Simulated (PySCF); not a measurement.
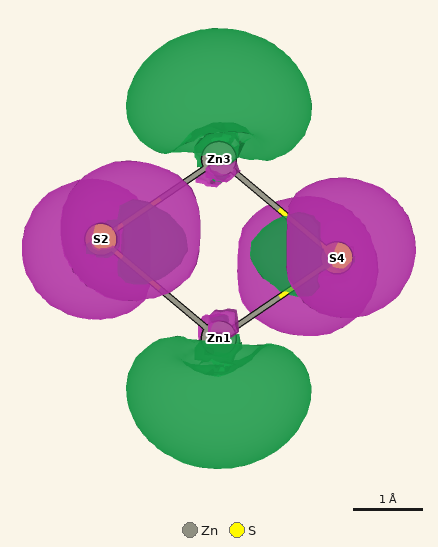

(ZnS)2 ring (S2Zn2). Unrelaxed difference density of S₃ less the ground state (TDA singlet states), ±0.015 e/Å³; green: gain, purple: loss.

Computed with PySCF, B3LYP/def2-TZVP, geometry: GFN2-xTB. This is a single-reference result, which may miss multireference character in this system. No frequency check shows the geometry to be a minimum. GFN2-xTB bond lengths at metals and heavier atoms can be off by up to 0.1 Å and shapes distorted, which carries into these values. Without diffuse functions Rydberg states are missing, so the states' numbers hold for this basis only.

How does the charge move on excitation?

Answer. 0.79 e is displaced in all, of which about 0.6 e passes between atoms: S2 and S4 (0.29 e each) lose electrons and Zn1 and Zn3 (0.29 e each) gain them. The state: 2.31 eV (536 nm), f = 0.016, partly diffuse acceptor orbital, which a basis without diffuse functions describes poorly; the leading pair carries 100 %; hole on S2 and S4 (39 % each) and Zn1 and Zn3 (11 % each), electron on Zn1 and Zn3 (40 % each) and S2 and S4 (10 % each) (atom shares of so diffuse an orbital are rough); their centroids lie 0.0 Å apart.
